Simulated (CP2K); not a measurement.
Band structure of In2Sb (P6_3/mmc, 6 atoms in the cell).

```xyz
6
Lattice="5.3799 0.0000 0.0000 -2.6900 4.6591 0.0000 0.0000 0.0000 6.7226" Properties=species:S:1:pos:R:3 pbc="T T T"
In     2.6900     1.5530     1.6806
In     0.0000     3.1061     5.0419
In     0.0000     0.0000     3.3613
In     0.0000     0.0000     0.0000
Sb     2.6900     1.5530     5.0419
Sb     0.0000     3.1061     1.6806
```

Method: CP2K with LDA (Pade form), GPW, DZVP-MOLOPT-SR-GTH basis, GTH-PADE potentials (GTH_POTENTIALS).

Settings: CUTOFF = 500 Ry; REL_CUTOFF = 60 Ry; SMEAR/METHOD = FERMI_DIRAC; ELECTRONIC_TEMPERATURE = 1578.21 K; KPOINTS/SCHEME = MONKHORST-PACK 5 5 4; GAMMA_CENTERED = T; XC_FUNCTIONAL = PADE; In/BASIS_SET = DZVP-MOLOPT-SR-GTH-q13; In/POTENTIAL = GTH-PADE-q13; Sb/BASIS_SET = DZVP-MOLOPT-SR-GTH-q5; Sb/POTENTIAL = GTH-PADE-q5; METHOD = GPW; EPS_DEFAULT = 1e-10; EXTRAPOLATION = USE_GUESS.

The starting cell comes from a database of computed structures (which also holds hypothetical and non-ambient phases and stackings), without a prior relaxation at this level. Spin-orbit coupling is off. Values carry the incompleteness of an atom-centred basis. The run gives no clean gap (levels at the Fermi energy touch, overlap or are partly filled at this smearing), which alone does not show that the compound is a metal.

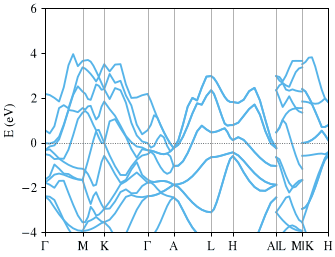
Fig. 1. Bands along the path, energies from the Fermi level.

Levels in eV from the Fermi level, bands 28 to 33:
```csv
point,28,29,30,31,32,33
Γ,-1.79,-1.79,-1.66,-0.52,-0.35,-0.35
M,-3.57,-1.68,-1.67,-1.17,1.33,1.54
K,-2.97,-2.97,-0.59,-0.02,-0.02,1.83
A,-1.89,-1.89,-1.89,-1.05,-1.05,-0.25
L,-3.12,-0.66,-0.66,0.45,0.45,2.34
H,-0.61,-0.44,-0.44,0.11,0.11,0.78
```

Bands cross the Fermi level along this path, so the cell is metallic at this level.

Higher empty bands are left out: an atom-centred basis made for the valence describes them poorly.
